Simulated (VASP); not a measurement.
# MnCuO2 (Crednerite): structure and properties in VASP, part 9 of 11

Aim: relax MnCuO2 (Crednerite) with PBEsol + U, compute its properties on that cell and hold them against experiment. The start is a cell from a database of measured crystal structures.

VASP 6.6.1; PBEsol, DFT+U (Cu d 5 eV, Mn d 4 eV), spin-polarised from a ferromagnetic start; plane waves and PAW (Mn_pv, Cu, O).

Still holding for the runs below: The cell holds one magnetic atom, so no antiferromagnetic order fits into it.

So far, gap on the k-mesh (eV): step 2 (relaxing cell and atoms (PBEsol + U)) 0.405; step 3 (second relaxation) 0.405; step 4 (single point with fields (PBEsol + U)) 0.405; step 6 (total and projected DOS (PBEsol + U)) 0.361; step 8 (volume scan with PBEsol + U, volume scale 0.94) 0.492.

The database entry behind the starting cell differs from later determinations by our own check (a about 1 % short, old inner coordinates), so it need not match the best structure at ambient conditions.

## Step 9: Volume scan with PBEsol + U, volume scale 0.96

INCAR

```
SYSTEM = MnCuO2
PREC = Accurate
ENCUT = 520
EDIFF = 1E-06
NELM = 100
ISMEAR = 0
SIGMA = 0.05
LREAL = .FALSE.
ALGO = Normal
GGA = PS
NBANDS = 26
ISPIN = 2
MAGMOM = 3.909 -0.005 -0.017 -0.017
LDAU = .TRUE.
LDAUTYPE = 2
LDAUL = 2 2 -1
LDAUU = 4 5 0
LDAUJ = 0 0 0
LDAUPRINT = 1
LASPH = .TRUE.
LMAXMIX = 4
LORBIT = 11
LWAVE = .FALSE.
LCHARG = .FALSE.
KPAR = 4
ISIF = 2
```

POSCAR

```
MnCuO2
1.0
    2.7549138794     -1.4386190713      0.0295719686
    2.7549138794      1.4386190713      0.0295719686
   -1.4244704657      0.0000000000      5.5646074236
Mn Cu O
1 1 2
Direct
    0.0000000000      0.0000000000      0.0000000000
    0.5000000000      0.5000000000      0.5000000000
    0.4021530575      0.4021530575      0.1806834249
    0.5978469425      0.5978469425      0.8193165751
```

KPOINTS

```
Automatic mesh
0
Gamma
9 9 4
0 0 0
```

PAW data sets: Mn_pv, Cu and O (PBE family, release 64).

Command:

```sh
$ mpirun -np 4 vasp_std
```

Output:

```text
[... set-up lines as in an earlier step ...]
 entering main loop
       N       E                     dE             d eps       ncg     rms          rms(c)
DAV:   1     0.365654328290E+03    0.36565E+03   -0.18977E+04 10504   0.190E+03
DAV:   2     0.833599530672E+01   -0.35732E+03   -0.33470E+03 10252   0.444E+02
DAV:   3    -0.285497693958E+02   -0.36886E+02   -0.35856E+02 11588   0.155E+02
DAV:   4    -0.296619278909E+02   -0.11122E+01   -0.11082E+01 11750   0.276E+01
DAV:   5    -0.296922186597E+02   -0.30291E-01   -0.30273E-01 12084   0.490E+00    0.243E+01
DAV:   6    -0.256885302969E+02    0.40037E+01   -0.30063E+01 14582   0.824E+01    0.205E+01
DAV:   7    -0.257021619197E+02   -0.13632E-01   -0.40035E+00 11992   0.392E+01    0.123E+01
DAV:   8    -0.257497046479E+02   -0.47543E-01   -0.65267E-01 11590   0.600E+00    0.716E+00
DAV:   9    -0.257197516688E+02    0.29953E-01   -0.83828E-02 15252   0.715E+00    0.137E+00
DAV:  10    -0.257217072071E+02   -0.19555E-02   -0.25339E-02 12278   0.261E+00    0.247E-01
DAV:  11    -0.257220514447E+02   -0.34424E-03   -0.15752E-03 14208   0.628E-01    0.124E-01
DAV:  12    -0.257221106543E+02   -0.59210E-04   -0.23828E-04 12812   0.167E-01    0.551E-02
DAV:  13    -0.257221287107E+02   -0.18056E-04   -0.50208E-05 14060   0.923E-02    0.227E-02
DAV:  14    -0.257221287133E+02   -0.26121E-08   -0.11379E-05 12232   0.560E-02    0.832E-03
DAV:  15    -0.257221288084E+02   -0.95056E-07   -0.11358E-06  7092   0.230E-02
   1 F= -.25722129E+02 E0= -.25722129E+02  d E =-.284419E-12  mag=     4.0000
```

Run time: 31 s. Hardware: 4 MPI ranks of AMD EPYC 9R45, shared host; peak memory 1.2 GiB.

Parts of OUTCAR (step 9):

```text
   ENCUT  =  520.0 eV  38.22 Ry    6.18 a.u.   5.78  5.78 10.68*2*pi/ulx,y,z

   NELECT =      36.0000    total number of electrons

atom =   1  type =  1  l = 2

 onsite density matrix

spin component  1

  0.7990  0.2135  0.0000  0.0000  0.0000
  0.2135  0.6595  0.0000  0.0000  0.0000
  0.0000  0.0000  0.9562 -0.0053  0.0013
  0.0000  0.0000 -0.0053  0.9693  0.0111
  0.0000  0.0000  0.0013  0.0111  0.9731

spin component  2

  0.1273 -0.1040  0.0000  0.0000  0.0000
 -0.1040  0.1866  0.0000  0.0000  0.0000
  0.0000  0.0000  0.0437 -0.0042  0.0068
  0.0000  0.0000 -0.0042  0.0972  0.0384
  0.0000  0.0000  0.0068  0.0384  0.0962

 occupancies and eigenvectors

  o =  0.0403  v =  0.0000  0.0000  0.0000  0.0000  0.0000  0.0000  0.0000  0.9179  0.2662 -0.2942      0.0000  0.0000  0.0000  0.0000  0.0000  0.0000  0.0000  0.0000  0.0000  0.0000
  o =  0.0488  v =  0.0000  0.0000  0.0000  0.0000  0.0000 -0.7982 -0.6024  0.0000  0.0000  0.0000      0.0000  0.0000  0.0000  0.0000  0.0000  0.0000  0.0000  0.0000  0.0000  0.0000
  o =  0.0617  v =  0.0000  0.0000  0.0000  0.0000  0.0000  0.0000  0.0000 -0.3962  0.6517 -0.6467      0.0000  0.0000  0.0000  0.0000  0.0000  0.0000  0.0000  0.0000  0.0000  0.0000
  o =  0.1351  v =  0.0000  0.0000  0.0000  0.0000  0.0000  0.0000  0.0000  0.0196  0.7102  0.7037      0.0000  0.0000  0.0000  0.0000  0.0000  0.0000  0.0000  0.0000  0.0000  0.0000
  o =  0.2651  v =  0.0000  0.0000  0.0000  0.0000  0.0000 -0.6024  0.7982  0.0000  0.0000  0.0000      0.0000  0.0000  0.0000  0.0000  0.0000  0.0000  0.0000  0.0000  0.0000  0.0000
  o =  0.5046  v =  0.5871 -0.8095  0.0000  0.0000  0.0000  0.0000  0.0000  0.0000  0.0000  0.0000      0.0000  0.0000  0.0000  0.0000  0.0000  0.0000  0.0000  0.0000  0.0000  0.0000
  o =  0.9527  v =  0.0000  0.0000  0.8265  0.4706 -0.3089  0.0000  0.0000  0.0000  0.0000  0.0000      0.0000  0.0000  0.0000  0.0000  0.0000  0.0000  0.0000  0.0000  0.0000  0.0000
  o =  0.9538  v = -0.8095 -0.5871  0.0000  0.0000  0.0000  0.0000  0.0000  0.0000  0.0000  0.0000      0.0000  0.0000  0.0000  0.0000  0.0000  0.0000  0.0000  0.0000  0.0000  0.0000
  o =  0.9632  v =  0.0000  0.0000 -0.5552  0.5906 -0.5856  0.0000  0.0000  0.0000  0.0000  0.0000      0.0000  0.0000  0.0000  0.0000  0.0000  0.0000  0.0000  0.0000  0.0000  0.0000
  o =  0.9827  v =  0.0000  0.0000 -0.0932  0.6555  0.7494  0.0000  0.0000  0.0000  0.0000  0.0000      0.0000  0.0000  0.0000  0.0000  0.0000  0.0000  0.0000  0.0000  0.0000  0.0000

atom =   2  type =  2  l = 2

 onsite density matrix

spin component  1

  0.9519 -0.0019  0.0000  0.0000  0.0000
 -0.0019  0.9558  0.0000  0.0000  0.0000
  0.0000  0.0000  0.8725 -0.0050 -0.0020
  0.0000  0.0000 -0.0050  0.9659  0.0007
  0.0000  0.0000 -0.0020  0.0007  0.9515

spin component  2

  0.9524  0.0008  0.0000  0.0000  0.0000
  0.0008  0.9694  0.0000  0.0000  0.0000
  0.0000  0.0000  0.8703 -0.0077 -0.0010
  0.0000  0.0000 -0.0077  0.9696  0.0008
  0.0000  0.0000 -0.0010  0.0008  0.9521

 occupancies and eigenvectors

  o =  0.8697  v =  0.0000  0.0000  0.0000  0.0000  0.0000  0.0000  0.0000  0.9970  0.0768  0.0118      0.0000  0.0000  0.0000  0.0000  0.0000  0.0000  0.0000  0.0000  0.0000  0.0000
  o =  0.8722  v =  0.0000  0.0000  0.9983  0.0526  0.0249  0.0000  0.0000  0.0000  0.0000  0.0000      0.0000  0.0000  0.0000  0.0000  0.0000  0.0000  0.0000  0.0000  0.0000  0.0000
  o =  0.9511  v = -0.9255 -0.3788  0.0000  0.0000  0.0000  0.0000  0.0000  0.0000  0.0000  0.0000      0.0000  0.0000  0.0000  0.0000  0.0000  0.0000  0.0000  0.0000  0.0000  0.0000
  o =  0.9515  v =  0.0000  0.0000  0.0218  0.0579 -0.9981  0.0000  0.0000  0.0000  0.0000  0.0000      0.0000  0.0000  0.0000  0.0000  0.0000  0.0000  0.0000  0.0000  0.0000  0.0000
  o =  0.9521  v =  0.0000  0.0000  0.0000  0.0000  0.0000  0.0000  0.0000  0.0080  0.0491 -0.9988      0.0000  0.0000  0.0000  0.0000  0.0000  0.0000  0.0000  0.0000  0.0000  0.0000
  o =  0.9523  v =  0.0000  0.0000  0.0000  0.0000  0.0000 -0.9990  0.0443  0.0000  0.0000  0.0000      0.0000  0.0000  0.0000  0.0000  0.0000  0.0000  0.0000  0.0000  0.0000  0.0000
  o =  0.9566  v = -0.3788  0.9255  0.0000  0.0000  0.0000  0.0000  0.0000  0.0000  0.0000  0.0000      0.0000  0.0000  0.0000  0.0000  0.0000  0.0000  0.0000  0.0000  0.0000  0.0000
  o =  0.9662  v =  0.0000  0.0000 -0.0539  0.9969  0.0567  0.0000  0.0000  0.0000  0.0000  0.0000      0.0000  0.0000  0.0000  0.0000  0.0000  0.0000  0.0000  0.0000  0.0000  0.0000
  o =  0.9694  v =  0.0000  0.0000  0.0000  0.0000  0.0000  0.0443  0.9990  0.0000  0.0000  0.0000      0.0000  0.0000  0.0000  0.0000  0.0000  0.0000  0.0000  0.0000  0.0000  0.0000
  o =  0.9702  v =  0.0000  0.0000  0.0000  0.0000  0.0000  0.0000  0.0000 -0.0773  0.9958  0.0483      0.0000  0.0000  0.0000  0.0000  0.0000  0.0000  0.0000  0.0000  0.0000  0.0000

 E-fermi :   5.6406

 spin component 1
 k-point     1 :       0.0000    0.0000    0.0000
  band No.  band energies     occupation
    ...
     16       2.4454      1.00000
     17       2.5482      1.00000
     18       2.6128      1.00000
     19       2.6724      1.00000
     20       5.4234      1.00000
     21       7.2267      0.00000
     22       7.6446      0.00000
     23      11.5550      0.00000
     24      13.5644      0.00000
     25      18.3640      0.00000
    ...

 k-point     2 :       0.1111    0.0000    0.0000
  band No.  band energies     occupation
    ...
     16       2.4013      1.00000
     17       2.4688      1.00000
     18       2.6239      1.00000
     19       2.9903      1.00000
     20       5.2384      1.00000
     21       6.9096      0.00000
     22       7.9149      0.00000
     23      12.0783      0.00000
     24      13.7646      0.00000
     25      18.5993      0.00000
    ...

  Total        1.2498547      1.8154382      2.6299167      0.0000000      0.0000000     -0.2416268
  in kB       45.2751610     65.7630505     95.2669980      0.0000000      0.0000000     -8.7527705
  external PRESSURE =      68.7684032 kB  Pullay stress =       0.0000000 kB

 POSITION                                       TOTAL-FORCE (eV/Angst)
 -----------------------------------------------------------------------------------
      0.00000      0.00000      0.00000        -0.000000      0.000000      0.000000
      2.04268      0.00000      2.81188        -0.000000      0.000000      0.000000
      1.95842      0.00000      1.02922        -0.159444      0.000000      0.045589
      2.12694      0.00000      4.59453         0.159444      0.000000     -0.045589
 -----------------------------------------------------------------------------------
    total drift:                                0.000000     -0.000000      0.000000

  FREE ENERGIE OF THE ION-ELECTRON SYSTEM (eV)
  ---------------------------------------------------
  free  energy   TOTEN  =       -25.7221288084 eV

  energy  without entropy=      -25.7221288084  energy(sigma->0) =      -25.72212881

 magnetization (x)
# of ion       s       p       d       tot
------------------------------------------
    1        0.035   0.033   3.801   3.869
    2        0.013   0.008  -0.016   0.005
    3        0.006  -0.007   0.000  -0.001
    4        0.006  -0.007   0.000  -0.001
--------------------------------------------------
tot          0.060   0.027   3.784   3.872

[... 3 parts as in an earlier step ...]

[... 18 further parts left out ...]
```

This step gave:

| Quantity | Value |
| --- | --- |
| free energy (TOTEN) | -25.72 eV |
| Fermi energy | 5.641 eV |
| pressure | 6.877 GPa |
| least direct gap at k | -0.3333, 0.3333, 0 |
| gap on the k-mesh | 0.4630 eV |
| least direct gap on the k-mesh | 1.248 eV |

Force by atom:

| atom | x (eV/Å) | y (eV/Å) | z (eV/Å) | size |
| --- | --- | --- | --- | --- |
| Mn1 | 0.000 | 0.000 | 0.000 | 0.000 |
| Cu2 | 0.000 | 0.000 | 0.000 | 0.000 |
| O3 | -0.159 | 0.000 | 0.046 | 0.166 |
| O4 | 0.159 | 0.000 | -0.046 | 0.166 |

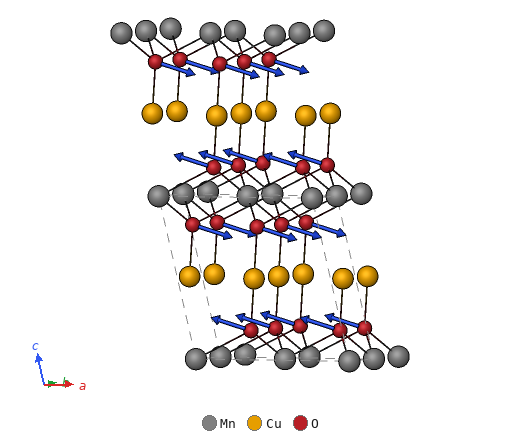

Force as arrows, the longest 0.166 eV/Å. 1×2×2 conventional cells are drawn. Some periodic images of atoms are drawn too.

The pressure falls from 11.01 to 6.88 GPa.

## Step 10: Volume scan with PBEsol + U, volume scale 0.98

INCAR is that of step 9.

POSCAR

```
MnCuO2
1.0
    2.7739138858     -1.4485408957      0.0297759197
    2.7739138858      1.4485408957      0.0297759197
   -1.4342947104      0.0000000000      5.6029852393
Mn Cu O
1 1 2
Direct
    0.0000000000      0.0000000000      0.0000000000
    0.5000000000      0.5000000000      0.5000000000
    0.4021530575      0.4021530575      0.1806834249
    0.5978469425      0.5978469425      0.8193165751
```

KPOINTS is that of step 9.

Command:

```sh
$ mpirun -np 4 vasp_std
```

Output:

```text
[... set-up lines as in an earlier step ...]
 entering main loop
       N       E                     dE             d eps       ncg     rms          rms(c)
DAV:   1     0.368393279256E+03    0.36839E+03   -0.18960E+04 10472   0.189E+03
DAV:   2     0.931261749692E+01   -0.35908E+03   -0.33601E+03 10168   0.443E+02
DAV:   3    -0.285239383699E+02   -0.37837E+02   -0.36771E+02 11596   0.156E+02
DAV:   4    -0.296979820215E+02   -0.11740E+01   -0.11698E+01 11850   0.283E+01
[...]
DAV:  13    -0.257525615437E+02   -0.19354E-04   -0.59832E-05 13204   0.119E-01    0.210E-02
DAV:  14    -0.257525639049E+02   -0.23612E-05   -0.69605E-06 12454   0.692E-02    0.584E-03
DAV:  15    -0.257525642829E+02   -0.37806E-06   -0.14438E-06  7406   0.198E-02
   1 F= -.25752564E+02 E0= -.25752564E+02  d E =-.129678E-10  mag=     4.0000
```

Elapsed: 31 s, on 4 MPI ranks; peak memory 1.2 GiB; 2 min of CPU time.

OUTCAR, selected parts (step 10):

```text
  Total        0.6087100      0.8842689      1.2849091      0.0000000      0.0000000     -0.1164857
  in kB       21.6001172     31.3783417     45.5950877      0.0000000      0.0000000     -4.1335015
  external PRESSURE =      32.8578489 kB  Pullay stress =       0.0000000 kB

 POSITION                                       TOTAL-FORCE (eV/Angst)
 -----------------------------------------------------------------------------------
      0.00000      0.00000      0.00000         0.000000      0.000000      0.000000
      2.05677      0.00000      2.83127        -0.000000     -0.000000      0.000000
      1.97192      0.00000      1.03632        -0.076048      0.000000      0.019071
      2.14161      0.00000      4.62622         0.076048      0.000000     -0.019071
 -----------------------------------------------------------------------------------
    total drift:                                0.000000     -0.000000      0.000000

  FREE ENERGIE OF THE ION-ELECTRON SYSTEM (eV)
  ---------------------------------------------------
  free  energy   TOTEN  =       -25.7525642829 eV

  energy  without entropy=      -25.7525642829  energy(sigma->0) =      -25.75256428

 magnetization (x)
# of ion       s       p       d       tot
------------------------------------------
    1        0.035   0.033   3.821   3.889
    2        0.012   0.008  -0.020   0.000
    3        0.006  -0.015   0.000  -0.009
    4        0.006  -0.015   0.000  -0.009
--------------------------------------------------
tot          0.059   0.011   3.801   3.871

[... 1 part as in an earlier step ...]

[... 2 further parts left out ...]
[key lines of the parts left out:]
E-fermi :   5.3756
```

Spin moment in the PAW sphere by atom:

| atom | spin moment in the PAW sphere (μB) |
| --- | --- |
| Mn1 | 3.89 |
| Cu2 | 0.00 |
| O3 | -0.01 |
| O4 | -0.01 |

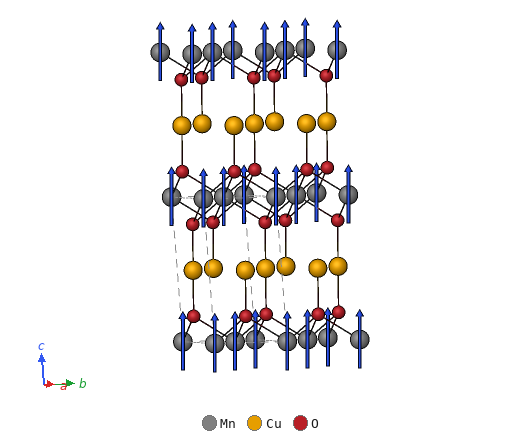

Spin moment in the PAW sphere as arrows, the longest 3.89 μB. Up and down stand for the sign. Arrows give size and sign along the axis of quantisation, drawn up and down the page. 1×2×2 conventional cells are drawn. Some periodic images of atoms are drawn too.

The pressure falls from 6.88 to 3.29 GPa.

## Step 11: Volume scan with PBEsol + U, volume scale 1

INCAR is that of step 10.

POSCAR

```
MnCuO2
1.0
    2.7926571158     -1.4583286311      0.0299771144
    2.7926571158      1.4583286311      0.0299771144
   -1.4439861849      0.0000000000      5.6408443961
Mn Cu O
1 1 2
Direct
    0.0000000000      0.0000000000      0.0000000000
    0.5000000000      0.5000000000      0.5000000000
    0.4021530575      0.4021530575      0.1806834249
    0.5978469425      0.5978469425      0.8193165751
```

KPOINTS is that of step 10.

Command:

```sh
$ mpirun -np 4 vasp_std
```

Output:

```text
[... set-up lines as in an earlier step ...]
 entering main loop
       N       E                     dE             d eps       ncg     rms          rms(c)
[... 13 cycles as in an earlier step ...]
DAV:  14    -0.257630067093E+02   -0.50195E-05   -0.14633E-05 13620   0.958E-02    0.784E-03
DAV:  15    -0.257630069434E+02   -0.23409E-06   -0.22092E-06  7882   0.253E-02
   1 F= -.25763007E+02 E0= -.25763007E+02  d E =-.210996E-10  mag=     4.0000
```

Elapsed: 32 s, on 4 MPI ranks; peak memory 1.2 GiB; 2.1 min of CPU time.

From OUTCAR (step 11):

```text
  Total       -0.0112701     -0.0016174      0.0095746      0.0000000      0.0000000     -0.0008029
  in kB       -0.3919206     -0.0562441      0.3329614      0.0000000      0.0000000     -0.0279217
  external PRESSURE =      -0.0384011 kB  Pullay stress =       0.0000000 kB

 POSITION                                       TOTAL-FORCE (eV/Angst)
 -----------------------------------------------------------------------------------
      0.00000      0.00000      0.00000        -0.000000     -0.000000      0.000000
      2.07066      0.00000      2.85040        -0.000000      0.000000      0.000000
      1.98525      0.00000      1.04332        -0.000337     -0.000000     -0.003419
      2.15608      0.00000      4.65748         0.000337     -0.000000      0.003419
 -----------------------------------------------------------------------------------
    total drift:                                0.000000     -0.000000      0.000000

  FREE ENERGIE OF THE ION-ELECTRON SYSTEM (eV)
  ---------------------------------------------------
  free  energy   TOTEN  =       -25.7630069434 eV

  energy  without entropy=      -25.7630069434  energy(sigma->0) =      -25.76300694

[... 3 parts as in an earlier step ...]

[... 1 further part left out ...]
[key lines of the parts left out:]
E-fermi :   5.0695
```

The pressure falls from 3.29 to 0.00 GPa.

The run ends at a pressure of 0.00 GPa, with forces up to 0.0034 eV/Å.

## Step 12: Volume scan with PBEsol + U, volume scale 1.02

INCAR is that of step 11.

POSCAR

```
MnCuO2
1.0
    2.8111520728     -1.4679867181      0.0301756441
    2.8111520728      1.4679867181      0.0301756441
   -1.4535492860      0.0000000000      5.6782020702
Mn Cu O
1 1 2
Direct
    0.0000000000      0.0000000000      0.0000000000
    0.5000000000      0.5000000000      0.5000000000
    0.4021530575      0.4021530575      0.1806834249
    0.5978469425      0.5978469425      0.8193165751
```

KPOINTS is that of step 11.

Command:

```sh
$ mpirun -np 4 vasp_std
```

Output:

```text
[... set-up lines as in an earlier step ...]
 entering main loop
       N       E                     dE             d eps       ncg     rms          rms(c)
DAV:   1     0.367446395503E+03    0.36745E+03   -0.18908E+04 10384   0.187E+03
DAV:   2     0.102326997046E+02   -0.35721E+03   -0.33503E+03 10184   0.441E+02
DAV:   3    -0.284897647165E+02   -0.38722E+02   -0.37609E+02 11786   0.156E+02
DAV:   4    -0.297201135337E+02   -0.12303E+01   -0.12260E+01 11658   0.286E+01
[...]
DAV:  13    -0.257556314108E+02   -0.18277E-04   -0.13296E-04 14160   0.225E-01    0.284E-02
DAV:  14    -0.257556391268E+02   -0.77160E-05   -0.16807E-05 13840   0.929E-02    0.961E-03
DAV:  15    -0.257556395278E+02   -0.40096E-06   -0.30232E-06  9180   0.252E-02
   1 F= -.25755640E+02 E0= -.25755640E+02  d E =-.117232E-09  mag=     4.0000
```

It took 32 s on 4 MPI ranks; peak memory 1.2 GiB.

OUTCAR, selected parts (step 12):

```text
  Total       -0.5885836     -0.8231700     -1.1818522      0.0000000      0.0000000      0.1059008
  in kB      -20.0668734    -28.0647441    -40.2934753      0.0000000      0.0000000      3.6105272
  external PRESSURE =     -29.4750309 kB  Pullay stress =       0.0000000 kB

 POSITION                                       TOTAL-FORCE (eV/Angst)
 -----------------------------------------------------------------------------------
      0.00000      0.00000      0.00000        -0.000000      0.000000      0.000000
      2.08438      0.00000      2.86928        -0.000000      0.000000      0.000000
      1.99839      0.00000      1.05023         0.068531      0.000000     -0.022095
      2.17036      0.00000      4.68833        -0.068531      0.000000      0.022095
 -----------------------------------------------------------------------------------
    total drift:                                0.000000     -0.000000      0.000000

  FREE ENERGIE OF THE ION-ELECTRON SYSTEM (eV)
  ---------------------------------------------------
  free  energy   TOTEN  =       -25.7556395278 eV

  energy  without entropy=      -25.7556395277  energy(sigma->0) =      -25.75563953

 magnetization (x)
# of ion       s       p       d       tot
------------------------------------------
    1        0.035   0.032   3.861   3.929
    2        0.011   0.007  -0.027  -0.009
    3        0.006  -0.031   0.000  -0.025
    4        0.006  -0.031   0.000  -0.025
--------------------------------------------------
tot          0.058  -0.022   3.834   3.869

[... 1 part as in an earlier step ...]

[... 2 further parts left out ...]
[key lines of the parts left out:]
E-fermi :   4.8075
```

The pressure falls from 0.00 to -2.95 GPa.

The run ends at a pressure of -2.95 GPa, with forces up to 0.072 eV/Å.

(Continued in part 10 of 11.)

[Lines on the potential files, build, host, timing and source positions are cut from VASP's logs without a mark.]

[Logs are printed without paths, hosts, clocks, repeated set-up lines and the standing remarks that a program may print on its own settings, such as how far it seeks lower states.]

[Hosts, paths, dates, database ids (printed as entryN), source tags and the programs' standing remarks are cut or masked in the printed files.]

[Measured values are set beside computed ones only where the two were judged alike; some that the calculation misses by far are left out.]
